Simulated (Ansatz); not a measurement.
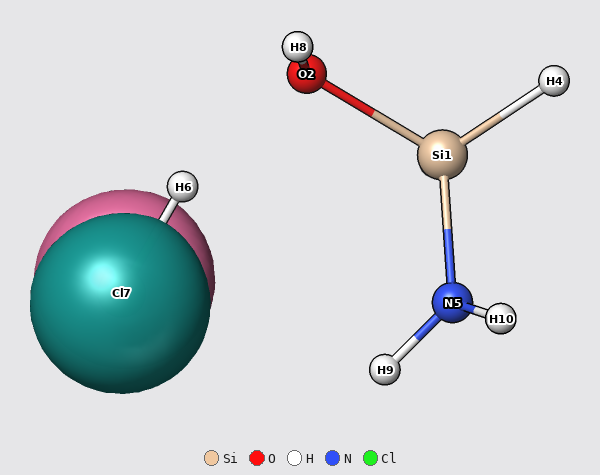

Figure. H5NOSi···HCl. The HOMO−1 at ±0.2 Å⁻³ᐟ² (teal and pink are the two phases), seen at a tilt.

Theory: RKS B3LYP-D4/def2-SVP in Ansatz 0.2.0.

The calculation's input:

```
crystal:
  periodic: [false, false, false]
  atoms:
    - { symbol: Si, position_ang: [-0.188505, -0.87657, 0.180818] }
    - { symbol: O, position_ang: [0.855763, -0.150484, 1.363258] }
    - { symbol: H, position_ang: [0.777129, -1.529174, -0.729781] }
    - { symbol: H, position_ang: [-1.075253, -1.861409, 0.868341] }
    - { symbol: "N", position_ang: [-1.260221, 0.199736, -0.613041] }
    - { symbol: H, position_ang: [1.898141, 1.17625, -0.140145] }
    - { symbol: Cl, position_ang: [1.771212, 1.454257, -1.417213] }
    - { symbol: H, position_ang: [0.380469, 0.341099, 2.045536] }
    - { symbol: H, position_ang: [-0.927313, 0.946594, -1.213589] }
    - { symbol: H, position_ang: [-2.231323, 0.299802, -0.344082] }
basis:
  gaussian: { orbitals: def2-SVP }
hamiltonian:
  xc: b3lyp
  dispersion: d4
relax:
  f_tol: 0.03
  max_steps: 50
output:
  orbitals: {}
```

Launched as:

```sh
ansatz run input.yaml --threads 2 --pin off --max-ram 3072MiB --backend cpu --events-out ev --progress --plain --runs-dir out
```

The fields are those of the run's last geometry, not of the input's.

Q: Where does this orbital lie, and at what energy?

A: By Hirshfeld shares it lies mainly on Cl7 (about 95 %); largely a lone pair of Cl7. Its energy is −8.08 eV.
